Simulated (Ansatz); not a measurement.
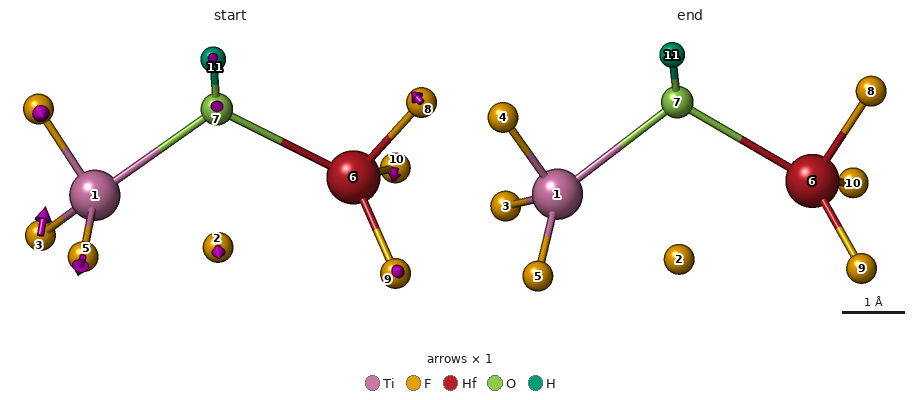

The structure of HfTiHOF$_{7}$ before (left) and after (right) a constrained relaxation, at one scale. The purple arrows give the displacements, at their true length.

Style: ball-and-stick. Shown at a tilt.

The reaction that was planned forms Ti1–O7, F2–Hf6 and breaks Ti1–F2, Hf6–O7 (atoms numbered from 1 in input order).

The calculation used Ansatz, RKS PBE0-D4/def2-SVP. Set-up: held fixed: the distance between atoms 1 (Ti) and 7 (O), the distance between atoms 2 (F) and 6 (Hf), the distance between atoms 1 (Ti) and 2 (F), the distance between atoms 6 (Hf) and 7 (O), counting from 1; force threshold 0.04 eV/Å; at most 150 steps.

Question: What changed between the two?

Answer: F4 moves most after the best rigid fit: 0.53 Å. By element the largest moves are F 0.53 Å, O 0.23 Å, H 0.16 Å, Hf 0.06 Å, Ti 0.05 Å. Some distances before and after: Hf6–F10 1.851 → 1.887 Å, Hf6–F8 1.860 → 1.891 Å, Ti1–F3 1.696 → 1.706 Å. Among the angles between lasting bonds that change: F3–Ti1–O7 140.2° → 121.8°, F5–Ti1–O7 106.7° → 124.9°, O7–Hf6–F8 94.5° → 87.4°. After 9 accepted moves (10 points after the start) the energy has fallen by 0.137 eV. Largest force component: 1.1 eV/Å at the start, 0.025 eV/Å at the end. The line search rejected the trial step at point 1 of the run. The forces were under the threshold at step 6, but the run went on from there.
